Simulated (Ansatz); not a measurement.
# H₂Br (doublet): correlated methods under varied settings at distance Br1–H2 along a hydrogen transfer = 1.421 Å

Aim: run H₂Br (doublet) at one geometry under a spread of methods and options, and see what each costs and gives.

Method: the settings change from run to run; program: Ansatz 0.2.0, Gaussian basis.

9 further runs of the same task are left out: 7 that didn't finish, 2 set aside as unsound or not needed.

**1. What is computed**

The geometry derives from fragments relaxed apart (PBE0/def2-TZVP) and kept rigid, so it is no stationary point. A hydrogen atom is moved between rigid fragments. No spin-orbit coupling is included. The filled d shell of Br may be among the frozen orbitals whatever the setting's name suggests; the logs give the count.

3 atoms, charge 0, spin multiplicity 2.

Atoms are counted from 1 here; the program's logs count them from 0.

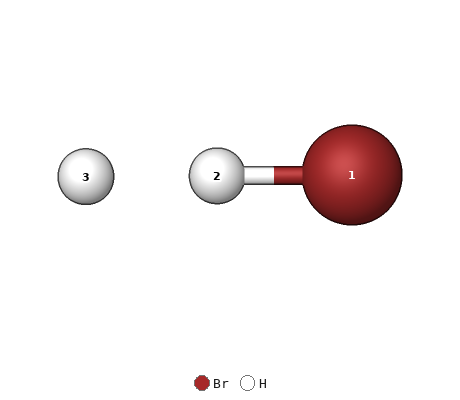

The geometry (bromine red, hydrogen white); atoms are numbered from 1 in the order of the file.

**2. CASCI(3,5)/6-31G**

Contents of in.yaml:

```yaml
crystal:
  periodic: [false, false, false]
  atoms:
    - {symbol: Br, position_ang: [0.000000, 0.000000, -1.407867]}
    - {symbol: H, position_ang: [0.000000, 0.000000, 0.012733]}
    - {symbol: H, position_ang: [0.000000, 0.000000, 1.395133]}
basis:
  gaussian: {orbitals: 6-31G}
magnetization: {spin_polarized: false, initial_magnetization: 1}
hamiltonian: {pseudopotentials: {relativity: scalar}}
correlation: {active_space: {window: {electrons: 3, orbitals: 5}, fixed_orbitals: true, states: [{multiplicity: 2, weights: [1, 0.5, 1]}]}}
accuracy: high
scf: {lower_state_search: light}
output: {forces: true}
```

On the command line:

```bash
$ ansatz run in.yaml --threads 1 --pin off --events-out ev --progress --plain --max-ram 2393MiB
```

The log of the run:

```text
Functional definition: HF
  name "HF"
  cite "Fock, Z. Phys. 61, 126 (1930) doi:10.1007/BF01340294"
  parent pbe
  exchange = exact_x
  correlation = 0
486 factors; integrals over basis functions are off by at most 4.0e-9 eV
mean field evaluation 1: about -70699.7270 eV, gradient 1.4e1 eV
mean field evaluation 2: about -70699.7321 eV, gradient 1.4e1 eV
mean field evaluation 4: about -70700.6663 eV, gradient 1.8e0 eV
mean field evaluation 8: about -70700.6843 eV, gradient 8.4e-4 eV
mean field -70700.68432944 eV, -2598.2022264619 hartree, gradient 9.9e-9 eV, S^2 0.750000; 0 other end points of the search recorded, 0 dependent functions left out
reference -70700.68432944 eV, -2598.2022264619 hartree; 19, 18 occupied and 14, 15 virtual orbitals, 486 factors
state -70700.77275898 eV, -2598.2054761876 hartree
state -70695.80686544 eV, -2598.0229829659 hartree
state -70691.65609197 eV, -2597.8704448545 hartree
the calculation of the forces begins
mean field evaluation 16: about -70700.6843 eV, gradient 1.1e-8 eV
WARN: the results are in doubt because the space or a class takes a part of the degenerate orbitals at -11.7214 eV
Total energy: -70696.13291347 eV, -2598.0349650100 hartree
Relativity: scalar
Atom 0 at     0.000000     0.000000    -1.407867 Å, force     0.000000    -0.000000    -5.765136 eV/Å
Atom 1 at     0.000000     0.000000     0.012733 Å, force    -0.000000     0.000000     4.491081 eV/Å
Atom 2 at     0.000000     0.000000     1.395133 Å, force    -0.000000     0.000000     1.274055 eV/Å
Dipole moment:     0.000000    -0.000000    -0.066616 e Å
In doubt: the space or a class takes a part of the degenerate orbitals at -11.7214 eV
```

Wall time 1.4 s (1 thread of Arm Neoverse N1, shared host).

From the report: 24 determinants; active occupations (of the averaged states) 1.40, 1.16, 0.44, 0.00, 0.00. Mind the lines of doubt at the end of the log.

**3. MP2 on ROHF/def2-SVPD**

Contents of in.yaml:

```yaml
crystal:
  periodic: [false, false, false]
  atoms:
    - {symbol: Br, position_ang: [0.000000, 0.000000, -1.407867]}
    - {symbol: H, position_ang: [0.000000, 0.000000, 0.012733]}
    - {symbol: H, position_ang: [0.000000, 0.000000, 1.395133]}
basis:
  gaussian: {orbitals: def2-SVPD}
magnetization: {spin_polarized: false, initial_magnetization: 1}
correlation: {method: mp2, electrons: valence}
output: {forces: true}
```

Launched as before.

The log of the run (excerpt; [...] marks lines left out):

```text
Functional definition: HF
  name "HF"
  cite "Fock, Z. Phys. 61, 126 (1930) doi:10.1007/BF01340294"
  parent pbe
[...]
553 factors; integrals over basis functions are off by at most 1.3e-3 eV
[...]
mean field -70019.72603568 eV, -2573.1774707363 hartree, gradient 2.1e-6 eV, S^2 0.750000; 0 other end points of the search recorded, 0 dependent functions left out
[...]
9 core orbitals not correlated: weight in the atoms' cores, before any rotation towards them, 1.000 or more for the frozen orbitals, at most 0.000 for the correlated occupied ones
reference -70019.72603568 eV, -2573.1774707363 hartree; 10, 9 occupied and 38, 39 virtual orbitals, 553 factors
second order -6.91390928 eV of doubles, -0.01714969 eV of singles
[...]
Total energy: -70026.65709465 eV, -2573.4321824553 hartree
Atom 0 at     0.000000     0.000000    -1.407867 Å, force     0.000000    -0.000000    -0.556532 eV/Å
Atom 1 at     0.000000     0.000000     0.012733 Å, force    -0.000000     0.000000     0.165534 eV/Å
Atom 2 at     0.000000     0.000000     1.395133 Å, force    -0.000000     0.000000     0.390999 eV/Å
Dipole moment:     0.000000    -0.000000     0.250149 e Å
```

It took 2.4 s on 1 thread of Arm Neoverse N1, shared host.

**4. CCSDT(Q) on ROHF/6-31G**

Changes to in.yaml since step 3:

```diff
@@ -7,5 +7,5 @@
 basis:
-  gaussian: {orbitals: def2-SVPD}
+  gaussian: {orbitals: 6-31G}
 magnetization: {spin_polarized: false, initial_magnetization: 1}
-correlation: {method: mp2, electrons: valence}
-output: {forces: true}
+correlation: {method: ccsdt_q, electrons: outside_noble_gas}
+scf: {lower_state_search: off}
```

Launched as before.

The log of the run (excerpt; [...] marks lines left out):

```text
Functional definition: HF
  name "HF"
  cite "Fock, Z. Phys. 61, 126 (1930) doi:10.1007/BF01340294"
  parent pbe
[...]
501 factors; integrals over basis functions are off by at most 1.1e-7 eV
[...]
mean field -70017.95554019 eV, -2573.1124062271 hartree, gradient 2.0e-6 eV, S^2 0.750000; 0 other end points of the search recorded, 0 dependent functions left out
14 core orbitals not correlated: weight in the atoms' cores, before any rotation towards them, 1.000 or more for the frozen orbitals, at most 0.000 for the correlated occupied ones
reference -70017.95554019 eV, -2573.1124062271 hartree; 5, 4 occupied and 14, 15 virtual orbitals, 501 factors
second order -1.26415525 eV of doubles, -0.01768632 eV of singles
cycle   1  -1.48649155 eV  change   -2.0e-1 eV  update   3.9e-2
[...]
cycle  12  -1.60299741 eV  change    2.5e-7 eV  update   4.4e-7
perturbative correction -0.00008949 eV, -0.0000032885 hartree
Total energy: -70019.55862708 eV, -2573.1713185837 hartree
Checks for a lower state left out: stability, starts, cluster_reference, orbital_swaps, neighbouring_geometries, increment
```

It took 5.5 s on 1 thread of Arm Neoverse N1, shared host.

From the report: correlation -1.6031 eV; T1 0.015; largest double amplitude 0.07.

**5. NEVPT4(SD)(3,6)/6-31G**

Contents of in.yaml:

```yaml
crystal:
  periodic: [false, false, false]
  atoms:
    - {symbol: Br, position_ang: [0.000000, 0.000000, -1.407867]}
    - {symbol: H, position_ang: [0.000000, 0.000000, 0.012733]}
    - {symbol: H, position_ang: [0.000000, 0.000000, 1.395133]}
basis:
  gaussian: {orbitals: 6-31G, fitting: {mean_field: def2-universal-jkfit}}
magnetization: {spin_polarized: false, initial_magnetization: 1}
correlation: {method: fic_nevpt4_sd, electrons: outside_noble_gas, active_space: {window: {electrons: 3, orbitals: 6}}}
accuracy: high
```

Same command.

The log of the run:

```text
Functional definition: HF
  name "HF"
  cite "Fock, Z. Phys. 61, 126 (1930) doi:10.1007/BF01340294"
  parent pbe
  exchange = exact_x
  correlation = 0
302 factors; integrals over basis functions are off by at most 1.4e-1 eV
mean field evaluation 1: about -70017.0274 eV, gradient 1.1e1 eV
mean field evaluation 2: about -70017.8410 eV, gradient 3.4e0 eV
mean field evaluation 4: about -70017.9520 eV, gradient 3.0e-1 eV
mean field evaluation 8: about -70017.9521 eV, gradient 5.4e-9 eV
mean field -70017.95205746 eV, -2573.1122782390 hartree, gradient 5.4e-9 eV, S^2 0.750000; 0 other end points of the search recorded, 0 dependent functions left out
reference -70017.95205746 eV, -2573.1122782390 hartree; 19, 18 occupied and 14, 15 virtual orbitals, 302 factors
state -70018.56668281 eV, -2573.1348653043 hartree
state -70018.56668281 eV, -2573.1348653043 hartree; corrected -70019.53154324 eV, -2573.1703232710 hartree
Total energy: -70019.53154324 eV, -2573.1703232710 hartree
```

Wall time 5.5 s (1 thread of Arm Neoverse N1, shared host).

From the report: 90 determinants; active occupations 1.97, 1.00, 0.03, 0.00, 0.00, 0.00.

**6. The runs in one table**

Where basis and cores are those of an earlier FCI/6-31G run (-70019.5587 eV), and the state is the same kind, the miss against it is given. † marks a result that the program doubts.

| level | correlated | functions | energy (eV) | from FCI (meV) | time |
| --- | --- | --- | --- | --- | --- |
| CASCI(3,5)/6-31G (mean of several states, relativity set) † |  | 33 | -70696.1329 |  | 1.4 s |
| MP2 on ROHF/def2-SVPD | valence | 57 | -70026.6571 |  | 2.4 s |
| CCSDT(Q) on ROHF/6-31G | outside noble gas | 33 | -70019.5586 | 0.0 | 5.5 s |
| NEVPT4(SD)(3,6)/6-31G | outside noble gas | 33 | -70019.5315 | 27.1 | 5.5 s |

**7. Summary of results**

| quantity | value |
| --- | --- |
| runs | 4 |
| quickest | CASCI(3,5)/6-31G (mean of several states, relativity set) †, 1.4 s |
| slowest | CCSDT(Q) on ROHF/6-31G, 5.5 s |

Total energies in different bases, with other cores or another treatment of relativity can't be set against each other. CCSDT(Q) on ROHF/6-31G took 4 times as long as CASCI(3,5)/6-31G (mean of several states, relativity set) †; the jobs differ in more than the method. Among the correlated runs with a miss given, it spans +0 to +27 meV.
